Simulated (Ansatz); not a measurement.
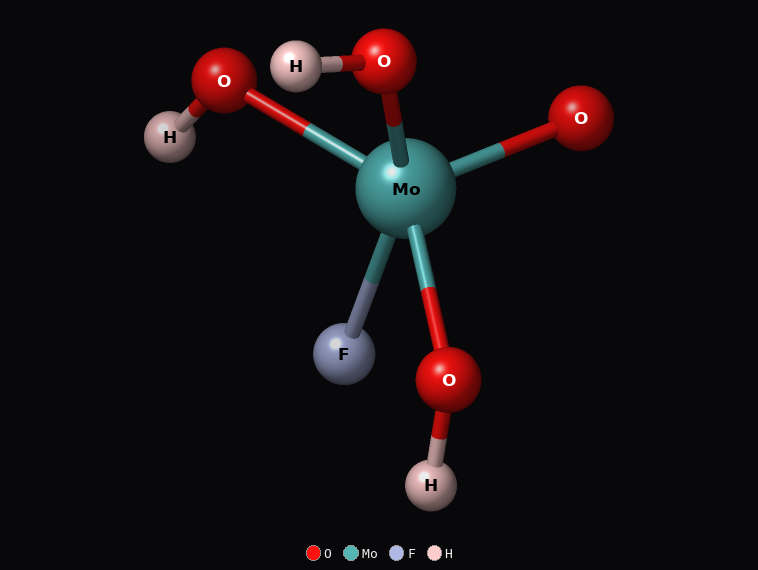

Charge 0, singlet. The computed structure is the end point of a PBE0-D4/def2-TZVP optimisation. No frequency run is at hand to confirm it as a minimum. Program: Ansatz 0.2.0.

At this fixed geometry, give HOMO–LUMO gap (eV), dipole (D) at these levels: B3LYP-D4/def2-TZVPP; PBE-D4/def2-TZVPP; r2SCAN-D4/def2-TZVPP; ωB97M-V/def2-TZVPP.

| level | HOMO–LUMO gap (eV) | dipole (D) |
| --- | --- | --- |
| B3LYP-D4/def2-TZVPP | 5.46 | 3.02 |
| PBE-D4/def2-TZVPP | 3.57 | 2.99 |
| r2SCAN-D4/def2-TZVPP | 3.95 | 3.05 |
| ωB97M-V/def2-TZVPP | 10.56 | 2.95 |
